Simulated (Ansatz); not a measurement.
## Converging the k-point mesh: the (111) slab of NbH2 (cut from a parent of space group no. 225; 12 atoms in the cell)

```
CELL_PARAMETERS angstrom
      3.24701     0.00000     0.00000
      1.62350     2.81199     0.00000
      0.00000     0.00000    23.27910
ATOMIC_POSITIONS crystal
  H  0.33333 0.33333 0.30070
  H  0.00000 0.00000 0.35764
  H  0.66667 0.66667 0.41459
  H  0.33333 0.33333 0.47153
  H  0.00000 0.00000 0.52847
  H  0.66667 0.66667 0.58541
  H  0.33333 0.33333 0.64236
  H  0.00000 0.00000 0.69930
  Nb 0.66667 0.66667 0.32917
  Nb 0.00000 0.00000 0.44306
  Nb 0.33333 0.33333 0.55695
  Nb 0.66667 0.66667 0.67083
```

Level of theory: PBEsol, default PAW files made with PBE (plane waves; Ansatz, a quantum-chemistry and plane-wave program).

Base settings: basis.ecutwfc = 420 eV; kpoints.mp_grid.grid = 11 11 1; hamiltonian.xc = pbesol; hamiltonian.pseudopotentials = {kind: paw} (the program's default PAW files); scf.occupations.method = gaussian; scf.occupations.width = 0.1 eV.

Only quantities that move along the ladder and can be compared are tabulated.

The count of work is k-points × plane waves × bands × iterations; it is no time. 

The starting cell comes from a database of computed structures (which also holds hypothetical and non-ambient phases and stackings), without a prior relaxation at this level. The slab is cut from that crystal, and its faces are unrelaxed. Its lattice was rescaled by up to half a per cent. Spin polarisation is off. In the base run, forces exceed 1 eV/Å.

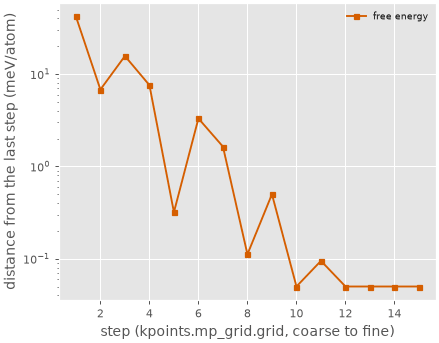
Fig. 1. Distance from the last step along the ladder; very small values are drawn at a floor.

```csv
kpoints.mp_grid.grid,free energy less the last step's (meV/atom),largest difference of a force vector from the last step's (eV/Å),count of work / last
2 2 1,-42.10,0.536,0.036
3 3 1,-6.80,0.873,0.033
4 4 1,15.68,0.278,0.044
5 5 1,7.59,0.061,0.055
6 6 1,-0.32,0.120,0.077
7 7 1,-3.30,0.018,0.088
9 9 1,1.64,0.022,0.13
10 10 1,0.11,0.038,0.15
11 11 1,-0.50,0.021,0.18
12 12 1,-0.04,0.011,0.21
14 14 1,0.09,0.007,0.26
16 16 1,-0.02,0.014,0.33
19 19 1,-0.04,0.004,0.44
22 22 1,-0.01,0.002,0.57
26 26 1,0.00,0.001,0.77
30 30 1,0.00,0.000,1.0
```

Coarsest kpoints.mp_grid.grid that holds the free energy within 5 meV/atom of the last step, with all finer ones: 6 6 1, at 0.077 of the last step's count of work; the step before is off by 7.6 meV/atom.

Coarsest kpoints.mp_grid.grid that holds the forces within 0.01 eV/Å of the last step, with all finer ones: 19 19 1, at 0.44 of the last step's count of work; the step before is off by 0.014 eV/Å.

Keys are those of Ansatz 0.2.
